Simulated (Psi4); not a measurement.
## Energy and gradient calculation of TaCl5 (part 2 of 2)

The same run, continued: TaCl5, SMILES Cl[Ta](Cl)(Cl)(Cl)Cl; TPSS/def2-TZVP, RKS, core potentials def2 (Psi4 1.11). The geometry comes from this level: PBE0-D4/def2-TZVP.

Geometry of the input (Å):
```
Cl -0.9459  -1.7323  1.1291
Ta -0.0000  0.0000  -0.0000
Cl 0.0886  -1.2997  -1.9198
Cl -0.0889  1.2998  1.9198
Cl 2.2621  0.2254  -0.0481
Cl -1.3159  1.5068  -1.0809
```

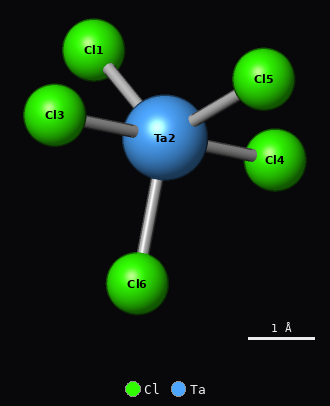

**Figure 1.** The input geometry (ball-and-stick view, seen at a tilt; atoms are numbered from 1 in the order of the input). Sticks mark near contacts.

## Output, continued
```
      50A     -0.158897    51A     -0.158894    52A     -0.128267
      53A     -0.128251    54A     -0.041759    55A      0.003136
      56A      0.087699    57A      0.087708    58A      0.091545
      59A      0.092303    60A      0.154677    61A      0.168764
      62A      0.168784    63A      0.189437    64A      0.189444
      65A      0.236112    66A      0.256704    67A      0.256711
      68A      0.257698    69A      0.277450    70A      0.277785
      71A      0.277788    72A      0.278856    73A      0.295313
      74A      0.295322    75A      0.300980    76A      0.312795
      77A      0.312804    78A      0.320392    79A      0.320397
      80A      0.328983    81A      0.328988    82A      0.336919
      83A      0.336932    84A      0.353331    85A      0.384283
      86A      0.384288    87A      0.390092    88A      0.393971
      89A      0.393982    90A      0.396731    91A      0.448377
      92A      0.448996    93A      0.449000    94A      0.532934
      95A      0.545389    96A      0.545422    97A      0.583053
      98A      0.583064    99A      0.597819   100A      0.597825
     101A      0.619254   102A      0.628933   103A      0.628976
     104A      0.650058   105A      0.745479   106A      0.795128
     107A      0.795135   108A      0.904032   109A      0.904060
     110A      0.916364   111A      0.961357   112A      0.972936
     113A      0.972955   114A      0.985128   115A      1.027406
     116A      1.061853   117A      1.061866   118A      1.108561
     119A      1.108568   120A      1.114102   121A      1.244268
     122A      1.336627   123A      1.336695   124A      1.571954
     125A      1.643746   126A      1.643749   127A      1.647405
     128A      1.647425   129A      1.650814   130A      1.703679
     131A      1.703685   132A      1.708170   133A      1.709315
     134A      1.709320   135A      1.713320   136A      1.757474
     137A      1.763827   138A      1.763832   139A      1.767500
     140A      1.832954   141A      1.832986   142A      1.835603
     143A      1.835616   144A      1.838086   145A      1.838119
     146A      1.845802   147A      1.845968   148A      1.880233
     149A      1.880273   150A      1.908775   151A      1.997207
     152A      2.007508   153A      2.007516   154A      2.012673
     155A      2.012688   156A      2.017263   157A      2.017273
     158A      2.018142   159A      2.023054   160A      2.026068
     161A      2.026077   162A      2.029671   163A      2.029686
     164A      2.032479   165A      2.032491   166A      2.033681
     167A      2.035542   168A      2.036404   169A      2.041211
     170A      2.043990   171A      2.121030   172A      2.121039
     173A      2.136060   174A      2.169441   175A      2.187031
     176A      2.187095   177A      2.192701   178A      2.198730
     179A      2.198743   180A      2.222629   181A      2.222642
     182A      2.227711   183A      2.234762   184A      2.234779
     185A      2.257884   186A      2.257892   187A      2.266154
     188A      2.275395   189A      2.275407   190A      2.372628
     191A      2.372633   192A      2.375265   193A      2.395966
     194A      2.533516   195A      2.533536   196A      2.699775
     197A      2.906771   198A      2.906853   199A      3.001559
     200A      3.243286   201A     10.588018   202A     10.588031
     203A     10.594021   204A     10.594028   205A     10.594688
     206A     10.605837   207A     10.613418   208A     10.613419
     209A     10.626479   210A     10.626488   211A     10.816101
     212A     10.825305   213A     10.848988   214A     10.849019
     215A     10.864619   216A     24.697795   217A     24.755878
     218A     24.931001   219A     24.931031   220A     25.082971
     221A     40.433848   222A     40.434174   223A     42.006406
     224A     78.615752   225A    677.812216

    Final Occupation by Irrep:
              A
    DOCC [    49 ]
    NA   [    49 ]
    NB   [    49 ]

  @DF-RKS Final Energy: -2358.52733793068637

   => Energetics <=

    Nuclear Repulsion Energy =            687.0258097575222109
    One-Electron Energy =               -4643.6203110694223142
    Two-Electron Energy =                1746.2824147906646886
    DFT Exchange-Correlation Energy =    -148.2152514094514117
    Empirical Dispersion Energy =           0.0000000000000000
    VV10 Nonlocal Energy =                  0.0000000000000000
    Total Energy =                      -2358.5273379306863717

Computation Completed

Properties will be evaluated at   0.000000,   0.000000,   0.000000 [a0]

Properties computed using the SCF density matrix

 Multipole Moments:

 ------------------------------------------------------------------------------------
     Multipole            Electronic (a.u.)      Nuclear  (a.u.)        Total (a.u.)
 ------------------------------------------------------------------------------------

 L = 1.  Multiply by 2.5417464519 to convert [e a0] to [Debye]
 Dipole X            :          0.0000580            0.0000756            0.0001336
 Dipole Y            :          0.0005060           -0.0004724            0.0000336
 Dipole Z            :         -0.0002961            0.0003213            0.0000252
 Magnitude           :                                                    0.0001401

 ------------------------------------------------------------------------------------

	total time  =         51 seconds =       0.85 minutes

         ------------------------------------------------------------
                                   SCF GRAD
         ------------------------------------------------------------

  ==> Geometry <==

    Molecular point group: c1
    Full point group: C1

    Geometry (in Angstrom), charge = 0, multiplicity = 1:

       Center              X                  Y                   Z               Mass
    ------------   -----------------  -----------------  -----------------  -----------------
         CL          -0.945870000000    -1.732280000000     1.129070000000    34.968852682000
         TA          -0.000010000000     0.000020000000     0.000000000000   180.947995800000
         CL           0.088620000000    -1.299730000000    -1.919800000000    34.968852682000
         CL          -0.088890000000     1.299790000000     1.919770000000    34.968852682000
         CL           2.262070000000     0.225440000000    -0.048090000000    34.968852682000
         CL          -1.315920000000     1.506750000000    -1.080940000000    34.968852682000

  Nuclear repulsion =  687.025809757522211

  ==> Basis Set <==

  Basis Set: DEF2-TZVP
    Blend: DEF2-TZVP
    Number of shells: 79
    Number of basis functions: 225
    Number of Cartesian functions: 256
    Spherical Harmonics?: true
    Max angular momentum: 3

  Core potential: DEF2-TZVP
    Number of shells: 4
    Number of ECP primitives: 10
    Number of ECP core electrons: 60
    Max angular momentum: 3

  ==> DFJKGrad: Density-Fitted SCF Gradients <==

    Gradient:                    1
    J tasked:                  Yes
    K tasked:                   No
    wK tasked:                  No
    Integrals threads:           1
    Memory [MiB]:             1573
    Schwarz Cutoff:          1E-12
    Fitting Condition:       1E-10

   => Auxiliary Basis Set <=

  Basis Set: (DEF2-TZVP AUX)
    Blend: DEF2-UNIVERSAL-JKFIT
    Number of shells: 235
    Number of basis functions: 867
    Number of Cartesian functions: 1116
    Spherical Harmonics?: true
    Max angular momentum: 6

  ==> DFT Potential <==

   => LibXC <=

    Version 7.1.2

   => Composite Functional: TPSS <=

    TPSS Meta-GGA XC Functional

    Deriv               =              1
    GGA                 =           TRUE
    Meta                =           TRUE

    Exchange Hybrid     =          FALSE
    MP2 Hybrid          =          FALSE

   => Exchange Functionals <=

    1.0000   XC_MGGA_X_TPSS

   => Correlation Functionals <=

    1.0000   XC_MGGA_C_TPSS

   => LibXC Density Thresholds  <==

    XC_MGGA_C_TPSS:  1.00E-15
    XC_MGGA_X_TPSS:  1.00E-15

   => Molecular Quadrature <=

    Radial Scheme          =       TREUTLER
    Pruning Scheme         =           NONE
    Nuclear Scheme         =       TREUTLER

    Blocking Scheme        =         OCTREE
    BS radius alpha        =              1
    Pruning alpha          =              1
    Radial Points          =             99
    Spherical Points       =            590
    Total Points           =         331067
    Total Blocks           =           2591
    Max Points             =            256
    Max Functions          =            192
    Weights Tolerance      =       1.00E-15

  -Total Gradient:
     Atom            X                  Y                   Z
    ------   -----------------  -----------------  -----------------
       1        0.003253399277     0.006035664616    -0.003937145447
       2        0.000004261243     0.000008130806    -0.000001717739
       3       -0.000285813565     0.004042574607     0.005971603377
       4        0.000264614565    -0.004042918025    -0.005972642645
       5       -0.007875938474    -0.000791751277     0.000169555412
       6        0.004571890329    -0.005235012153     0.003755930203

	total time  =          9 seconds =       0.15 minutes

Properties will be evaluated at   0.000000,   0.000000,   0.000000 [a0]

Properties computed using the TPSS density matrix

 Multipole Moments:

 ------------------------------------------------------------------------------------
     Multipole            Electronic (a.u.)      Nuclear  (a.u.)        Total (a.u.)
 ------------------------------------------------------------------------------------

 L = 1.  Multiply by 2.5417464519 to convert [e a0] to [Debye]
 Dipole X            :          0.0000580            0.0000756            0.0001336
 Dipole Y            :          0.0005060           -0.0004724            0.0000336
 Dipole Z            :         -0.0002961            0.0003213            0.0000252
 Magnitude           :                                                    0.0001401

 L = 2.  Multiply by 1.3450342976 to convert [e a0^2] to [Debye ang]
 Quadrupole XX       :       -534.4155624          471.0360537          -63.3795088
 Quadrupole XY       :          4.0322224           -3.9466411            0.0855813
 Quadrupole XZ       :          5.8987381           -5.7725424            0.1261957
 Quadrupole YY       :       -592.8274201          528.2008513          -64.6265687
 Quadrupole YZ       :        -86.5430628           84.6942598           -1.8488030
 Quadrupole ZZ       :       -662.0583779          595.9527335          -66.1056444
 Traceless XX        :         62.0182244          -60.6938258            1.3243985
 Traceless YY        :          3.6063667           -3.5290282            0.0773386
 Traceless ZZ        :        -65.6245911           64.2228540           -1.4017371

 ------------------------------------------------------------------------------------
  Lowdin Charges: (a.u.)
   Center  Symbol    Alpha    Beta     Spin     Total
       1    CL     8.42278  8.42278  0.00000  0.15445
       2    TA     6.81564  6.81564  0.00000 -0.63129
       3    CL     8.45803  8.45803  0.00000  0.08394
       4    CL     8.45802  8.45802  0.00000  0.08395
       5    CL     8.42275  8.42275  0.00000  0.15450
       6    CL     8.42278  8.42278  0.00000  0.15445

  Total alpha = 49.00000, Total beta = 49.00000, Total charge =  0.00000

  Wiberg Bond Indices using Orthogonal Lowdin Orbitals:

  Irrep: 1 Size: 6 x 6

                 1                   2                   3                   4                   5

    1     0.00000000000000     1.78097798533558     0.08448932767595     0.08448589905252     0.06770700248581
    2     1.78097798533558     0.00000000000000     1.64409389145914     1.64410823680051     1.78106231143713
    3     0.08448932767595     1.64409389145914     0.00000000000000     0.11530385925197     0.08448419969602
    4     0.08448589905252     1.64410823680051     0.11530385925197     0.00000000000000     0.08447763122709
    5     0.06770700248581     1.78106231143713     0.08448419969602     0.08447763122709     0.00000000000000
    6     0.06771021601068     1.78098411454740     0.08449357615524     0.08449410302875     0.06771075340230

                 6

    1     0.06771021601068
    2     1.78098411454740
    3     0.08449357615524
    4     0.08449410302875
    5     0.06771075340230
    6     0.00000000000000

  Atomic Valences:

 #  #
 Irrep: 1
      1:    2.085370430560546
      2:    8.631226539579762
      3:    2.012864854238329
      4:    2.012869729360851
      5:    2.085441898248363
      6:    2.085392763144375
```

## Standard output
```
gradient / Eh bohr^-1
[[ 3.253e-03  6.036e-03 -3.937e-03]
 [ 4.000e-06  8.000e-06 -2.000e-06]
 [-2.860e-04  4.043e-03  5.972e-03]
 [ 2.650e-04 -4.043e-03 -5.973e-03]
 [-7.876e-03 -7.920e-04  1.700e-04]
 [ 4.572e-03 -5.235e-03  3.756e-03]]
energy = -2358.5273379307 Eh
```

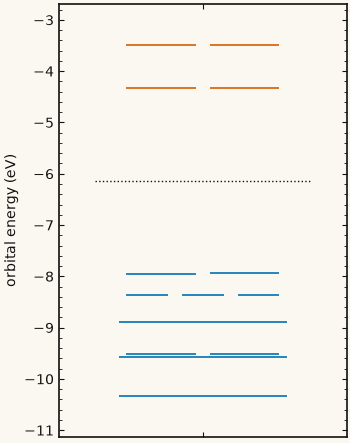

**Figure 2.** Orbital energies near the frontier; the dotted line parts filled from empty levels, and levels within 0.02 eV of each other stand side by side. Highest filled −7.94 eV, lowest empty −4.32 eV, 3.62 eV apart.

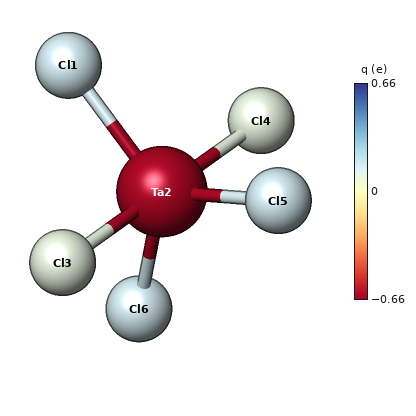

**Figure 3.** Löwdin charges, as the colour of each atom (ball-and-stick view, seen at a tilt; atoms are numbered from 1 in the order of the input). By element: Cl +0.08 to +0.15 and Ta −0.63 e.

## Summary

```tsv
quantity	value
outcome	converged
total energy	−2358.527338 hartree
basis functions	225
largest force	0.407 eV/Å
HOMO	−7.94 eV
LUMO	−4.32 eV
dipole moment	0.00 D
wall time	61 s
peak memory	1.6 GiB
```
